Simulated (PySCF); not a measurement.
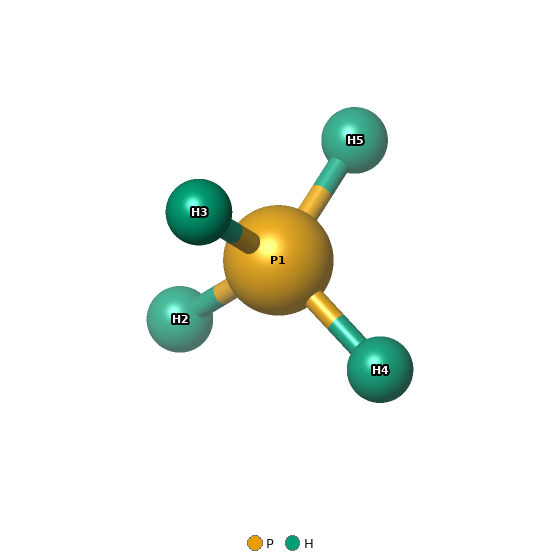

The molecule: PH₄⁺, singlet.

Unscaled harmonic wavenumbers and double-harmonic intensities, PBE0/def2-TZVP with PySCF, isolated molecule. The structure is the lowest point that the starts tried gave, with the shape that electron-pair counting expects. Degenerate modes count as one line, with their intensities summed. Lorentzian lines of 8 cm⁻¹ full width. Close modes add up in the curve.

Question: Which lines are the most intense, and is the structure a minimum?

Answer: The most intense lines (point group Td) lie at 2557.7 cm⁻¹ (111.5 km/mol, t2) and 980.4 cm⁻¹ (18.5 km/mol, t2). It has no imaginary mode, so it is a minimum.

| cm⁻¹ | km/mol | symmetry |
| --- | --- | --- |
| 980.4 | 18.5 | t2 (×3) |
| 1128.8 | 0.0 | e (×2) |
| 2505.5 | 0.0 | a1 |
| 2557.7 | 111.5 | t2 (×3) |

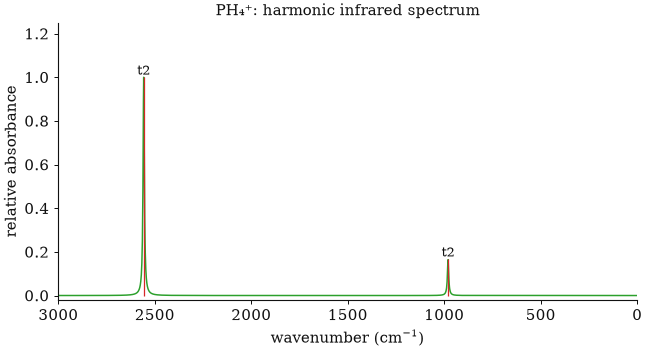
